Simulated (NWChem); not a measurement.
# BNH3F3 (SMILES [NH3+][B-](F)(F)F) at 5 levels

We compute a comparison of 5 runs (r2SCAN/cc-pVDZ, B3LYP/cc-pVDZ, M06-L/cc-pVDZ, PBE0/cc-pVDZ, TPSS/cc-pVDZ) of BNH3F3. 

The calculation is run with NWChem 7.3.0.

## Step 1: The molecule

BNH3F3 has 8 atoms, charge 0, and is taken as a singlet. SMILES: `[NH3+][B-](F)(F)F`. The shape is that of a PBE0-D4/def2-TZVP optimisation.

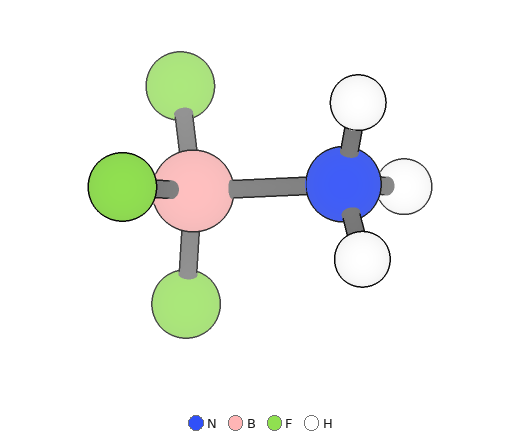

Viewed from a chosen angle; nitrogen blue, boron pink, fluorine green, hydrogen white.

## Step 2: Energy and gradient at r2SCAN/cc-pVDZ (run 1)

run.py reads:

```python
from ase import Atoms
from ase.calculators.nwchem import NWChem

mol = Atoms('NBFFFHHH', positions=[
    [-0.501800, -0.052400, 0.645700],
    [0.531500, 0.038700, -0.668100],
    [1.521100, -0.860400, -0.378100],
    [-0.251400, -0.312100, -1.733900],
    [0.943600, 1.343300, -0.679400],
    [-1.280300, 0.587300, 0.522000],
    [-0.006300, 0.194600, 1.496700],
    [-0.864300, -0.996100, 0.739300],
])

calc = NWChem(
    label='geom',
    theory='dft',
    memory='2200 mb',
    basis='cc-pVDZ',
    basispar='spherical bse',
    dft={'xc': 'r2scan', 'mult': '1', 'grid': 'xfine', 'convergence': 'energy 1e-08', 'iterations': '100', 'mulliken': None, 'print': 'low'},
)
mol.calc = calc

forces = mol.get_forces()
e = mol.get_potential_energy()
print(f"E = {e:.6f} eV")
print("forces (eV/A):")
for s, f in zip(mol.symbols, forces):
    print(f"{s:2s} {f[0]:10.5f} {f[1]:10.5f} {f[2]:10.5f}")
```

Launch:

```sh
$ export ASE_NWCHEM_COMMAND="nwchem PREFIX.nwi > PREFIX.nwo"
$ python run.py
```

Standard output:

```text
E = -10367.378319 eV
forces (eV/A):
N     0.19746    0.01486   -0.24631
B    -0.03903   -0.00201    0.04715
F     0.35348   -0.36875    0.17838
F    -0.36453   -0.14686   -0.37122
F     0.11950    0.52394    0.05646
H    -0.24662    0.17674    0.00129
H     0.10876    0.06572    0.27207
H    -0.12892   -0.26369    0.06222
```

The calculator wrote geom.nwi:

```
title "geom"

permanent_dir geom

scratch_dir geom

start geom

geometry units angstrom nocenter noautosym noautoz
  N  -5.0180000000000002e-01 -5.2400000000000002e-02 6.4570000000000005e-01
  B  5.3149999999999997e-01 3.8699999999999998e-02 -6.6810000000000003e-01
  F  1.5210999999999999e+00 -8.6040000000000005e-01 -3.7809999999999999e-01
  F  -2.5140000000000001e-01 -3.1209999999999999e-01 -1.7339000000000000e+00
  F  9.4359999999999999e-01 1.3432999999999999e+00 -6.7940000000000000e-01
  H  -1.2803000000000000e+00 5.8730000000000004e-01 5.2200000000000002e-01
  H  -6.3000000000000000e-03 1.9460000000000000e-01 1.4966999999999999e+00
  H  -8.6429999999999996e-01 -9.9609999999999999e-01 7.3929999999999996e-01
end

memory 2200 mb

basis spherical bse noprint
   * library cc-pVDZ
end

dft
  xc r2scan
  mult 1
  grid xfine
  convergence energy 1e-08
  iterations 100
  mulliken
  print low
end

task dft gradient
```

geom.nwo:

```text
Northwest Computational Chemistry Package (NWChem) 7.3.0
             --------------------------------------------------------

           Job information
           ---------------

    nwchem branch   = 7.3.0
    use scalapack   = T
    input           = geom.nwi
    prefix          = geom.
    data base       = geom/geom.db
    status          = startup
    nproc           =        1

           Memory information
           ------------------

    heap     =     72089596 doubles =      550.0 Mbytes
    stack    =     72089601 doubles =      550.0 Mbytes
    global   =    144179200 doubles =     1100.0 Mbytes (distinct from heap & stack)
    total    =    288358397 doubles =     2200.0 Mbytes
    verify   = yes
    hardfail = no

           Directory information
           ---------------------

  0 permanent = geom
  0 scratch   = geom

                                NWChem Input Module
                                -------------------

                                       geom
                                       ----

[... 26 lines left out ...]
            Nuclear Dipole moment (a.u.)
[... 77 lines left out ...]
   convergence    iter        energy       DeltaE   RMS-Dens  Diis-err    time
[... 11 lines left out ...]
         Total DFT energy =     -380.994129073926
      One electron energy =     -909.815551828393
           Coulomb energy =      380.912780803532
    Exchange-Corr. energy =      -43.530495000141
 Nuclear repulsion energy =      191.439136951077
[... 17 lines left out ...]
     -------------------------------------------
      Total Density - Lowdin Population Analysis
     -------------------------------------------

    Atom       Charge   Shell Charges
 -----------   ------   -------------------------------------------------------
    1 N    7     6.71   1.89  0.65  0.44  2.19  1.49  0.05
    2 B    5     5.78   1.86  0.49  0.26  1.37  0.67  1.12
    3 F    9     8.94   1.92  0.90  0.81  3.21  2.09  0.01
[... 4 lines of this table left out ...]
    8 H    1     0.90   0.58  0.18  0.13

                         DFT ENERGY GRADIENTS

    atom               coordinates                        gradient
                 x          y          z           x          y          z
   1 N      -0.948265  -0.099022   1.220196   -0.003840  -0.000289   0.004790
   2 B       1.004389   0.073132  -1.262526    0.000759   0.000039  -0.000917
   3 F       2.874462  -1.625920  -0.714505   -0.006874   0.007171  -0.003469
[... 4 lines of this table left out ...]
   8 H      -1.633290  -1.882356   1.397074    0.002507   0.005128  -0.001210

 Task  times  cpu:       55.1s     wall:       55.1s
 Total times  cpu:       55.1s     wall:       55.1s
```

Wall time 56 s (1 thread of Intel Xeon Platinum 8488C (Sapphire Rapids), shared host); peak memory 0.14 GiB.

## Step 3: Energy and forces at B3LYP/cc-pVDZ (run 2)

run.py reads:

```python
from ase import Atoms
from ase.calculators.nwchem import NWChem

atoms = Atoms('NBFFFHHH', positions=[
    [-0.501800, -0.052400, 0.645700],
    [0.531500, 0.038700, -0.668100],
    [1.521100, -0.860400, -0.378100],
    [-0.251400, -0.312100, -1.733900],
    [0.943600, 1.343300, -0.679400],
    [-1.280300, 0.587300, 0.522000],
    [-0.006300, 0.194600, 1.496700],
    [-0.864300, -0.996100, 0.739300],
])

calc = NWChem(
    label='bf3h3n',
    theory='dft',
    memory='2200 mb',
    basis='cc-pVDZ',
    basispar='spherical bse',
    dft={'xc': 'b3lyp', 'mult': '1', 'grid': 'xfine', 'convergence': 'energy 1e-08', 'iterations': '100', 'mulliken': None},
)
atoms.calc = calc

forces = atoms.get_forces()
e = atoms.get_potential_energy()
print(f"E = {e:.6f} eV")
print("forces (eV/A):")
for s, f in zip(atoms.symbols, forces):
    print(f"{s:2s} {f[0]:10.5f} {f[1]:10.5f} {f[2]:10.5f}")
print("dipole (e A):", atoms.get_dipole_moment().round(4))
```

Launch:

```sh
$ export ASE_NWCHEM_COMMAND="nwchem PREFIX.nwi > PREFIX.nwo"
$ python run.py
```

Standard output:

```text
E = -10371.948285 eV
forces (eV/A):
N     0.15987    0.01157   -0.19859
B    -0.00530    0.00129    0.00391
F     0.34448   -0.34684    0.15416
F    -0.33255   -0.13740   -0.36391
F     0.12367    0.49463    0.03918
H    -0.27501    0.20013   -0.00334
H     0.12696    0.07477    0.30308
H    -0.14213   -0.29820    0.06551
dipole (e A): [-0.7976 -0.0704  1.0144]
```

The calculator wrote bf3h3n.nwi:

```
title "bf3h3n"

permanent_dir bf3h3n

scratch_dir bf3h3n

start bf3h3n

geometry units angstrom nocenter noautosym noautoz
  N  -5.0180000000000002e-01 -5.2400000000000002e-02 6.4570000000000005e-01
  B  5.3149999999999997e-01 3.8699999999999998e-02 -6.6810000000000003e-01
  F  1.5210999999999999e+00 -8.6040000000000005e-01 -3.7809999999999999e-01
  F  -2.5140000000000001e-01 -3.1209999999999999e-01 -1.7339000000000000e+00
  F  9.4359999999999999e-01 1.3432999999999999e+00 -6.7940000000000000e-01
  H  -1.2803000000000000e+00 5.8730000000000004e-01 5.2200000000000002e-01
  H  -6.3000000000000000e-03 1.9460000000000000e-01 1.4966999999999999e+00
  H  -8.6429999999999996e-01 -9.9609999999999999e-01 7.3929999999999996e-01
end

memory 2200 mb

basis spherical bse noprint
   * library cc-pVDZ
end

dft
  xc b3lyp
  mult 1
  grid xfine
  convergence energy 1e-08
  iterations 100
  mulliken
end

task dft gradient
```

bf3h3n.nwo (excerpt; [...] marks lines left out):

```text
[...]
         Total DFT energy =     -381.162072209916
[...]
  wavefunction    = closed shell
                         DFT ENERGY GRADIENTS
    atom               coordinates                        gradient
                 x          y          z           x          y          z
   1 N      -0.948265  -0.099022   1.220196   -0.003109  -0.000225   0.003862
   2 B       1.004389   0.073132  -1.262526    0.000103  -0.000025  -0.000076
   3 F       2.874462  -1.625920  -0.714505   -0.006699   0.006745  -0.002998
[... 4 lines of this table left out ...]
   8 H      -1.633290  -1.882356   1.397074    0.002764   0.005799  -0.001274
[...]
```

Run time: 37 s. Hardware: 1 thread of Intel Xeon Platinum 8488C (Sapphire Rapids), shared host; peak memory 0.14 GiB.

Runs 3 to 4 aren't shown in full; the table further down has their settings and results.

## Step 4: Energy and gradient at TPSS/cc-pVDZ (run 5)

sp.xyz reads:

```xyz
8
BF3H3N
N     -0.501800    -0.052400     0.645700
B      0.531500     0.038700    -0.668100
F      1.521100    -0.860400    -0.378100
F     -0.251400    -0.312100    -1.733900
F      0.943600     1.343300    -0.679400
H     -1.280300     0.587300     0.522000
H     -0.006300     0.194600     1.496700
H     -0.864300    -0.996100     0.739300
```

sp.nw reads:

```
start sp
title "BF3H3N"
memory total 2200 mb
geometry noautosym nocenter noautoz
load sp.xyz
end
basis spherical bse
N library cc-pVDZ
B library cc-pVDZ
F library cc-pVDZ
H library cc-pVDZ
end
dft
xc xtpss03 ctpss03
grid xfine
convergence energy 1e-08
iterations 100
mulliken
end
task dft gradient
```

Launch:

```sh
$ nwchem sp.nw > sp.out
```

Standard output:

```text
[...]
          Wavefunction type:  closed shell.
          No. of atoms     :     8
          No. of electrons :    42
[...]
          Charge           :     0
          Spin multiplicity:     1
[...]
          AO basis - number of functions:    85
[...]
              XC Information
              --------------
                  TPSS metaGGA Exchange Functional  1.000
             TPSS03 metaGGA Correlation Functional  1.000
[...]
 d= 0,ls=0.0,diis     1   -381.0655894793 -5.73D+02  1.62D-02  1.06D+00     6.1
[...]
 d= 0,ls=0.0,diis     8   -381.1888277768 -6.27D-09  2.32D-06  9.14D-08    42.7
         Total DFT energy =     -381.188827776806
      One electron energy =     -909.816730152555
           Coulomb energy =      380.914179207345
    Exchange-Corr. energy =      -43.725413782672
 Nuclear repulsion energy =      191.439136951077
[...]
      Total Density - Mulliken Population Analysis
     ---------------------------------------------
    Atom       Charge   Shell Charges
 -----------   ------   -------------------------------------------------------
    1 N    7     6.93   2.01  0.77  0.52  2.47  1.13  0.02
    2 B    5     4.90   2.01  0.53  0.02  1.51  0.36  0.46
    3 F    9     9.19   2.01  0.90  0.96  3.36  1.96  0.00
    4 F    9     9.19   2.01  0.90  0.96  3.36  1.96  0.00
    5 F    9     9.19   2.01  0.90  0.96  3.36  1.96  0.00
    6 H    1     0.87   0.72  0.09  0.06
    7 H    1     0.87   0.72  0.09  0.06
    8 H    1     0.87   0.72  0.09  0.06
[...]
  wavefunction    = closed shell
                         DFT ENERGY GRADIENTS
    atom               coordinates                        gradient
                 x          y          z           x          y          z
   1 N      -0.948265  -0.099022   1.220196   -0.004450  -0.000344   0.005568
   2 B       1.004389   0.073132  -1.262526    0.001072   0.000061  -0.001310
   3 F       2.874462  -1.625920  -0.714505   -0.011490   0.011157  -0.004496
   4 F      -0.475077  -0.589783  -3.276596    0.010364   0.004396   0.012225
   5 F       1.783145   2.538469  -1.283880   -0.004364  -0.016008  -0.000782
   6 H      -2.419416   1.109836   0.986437    0.008385  -0.006091   0.000082
   7 H      -0.011905   0.367741   2.828353   -0.003869  -0.002286  -0.009272
   8 H      -1.633290  -1.882356   1.397074    0.004352   0.009115  -0.002015
[...]
```

It took 56 s on 1 thread of Intel Xeon Platinum 8488C (Sapphire Rapids), shared host; peak memory 0.14 GiB.

## Step 5: Overview of the runs

| run | level | energy (Eh) | largest force (eV/Å) | wall time |
| --- | --- | --- | --- | --- |
| 1 | r2SCAN/cc-pVDZ | -380.994129 | 0.541 | 56 s |
| 2 | B3LYP/cc-pVDZ | -381.162072 | 0.513 | 37 s |
| 3 | M06-L/cc-pVDZ | -381.118567 | 0.452 | 55 s |
| 4 | PBE0/cc-pVDZ | -380.781706 | 0.363 | 39 s |
| 5 | TPSS/cc-pVDZ | -381.188828 | 0.855 | 56 s |

## Step 6: Outcome

| quantity | value |
| --- | --- |
| run 5: total energy | -381.18883 Eh |
| run 5: dipole moment | 6.10 D |
| run 5: HOMO energy | -7.61 eV |
| run 5: LUMO energy | -0.13 eV |
| run 5: HOMO–LUMO gap | 7.48 eV |
| run 5: largest force on an atom | 0.855 eV/Å |

Over runs 2, 3, 4, 5 the dipole moment (its size) runs from 6.10 D (TPSS/cc-pVDZ) to 6.25 D (PBE0/cc-pVDZ). Over runs 2, 3, 4, 5 the HOMO–LUMO gap runs from 7.48 eV (TPSS/cc-pVDZ) to 10.23 eV (PBE0/cc-pVDZ). Totals of different functionals can't be ranked against each other. All runs together took 4.1 min, the longest 56 s.
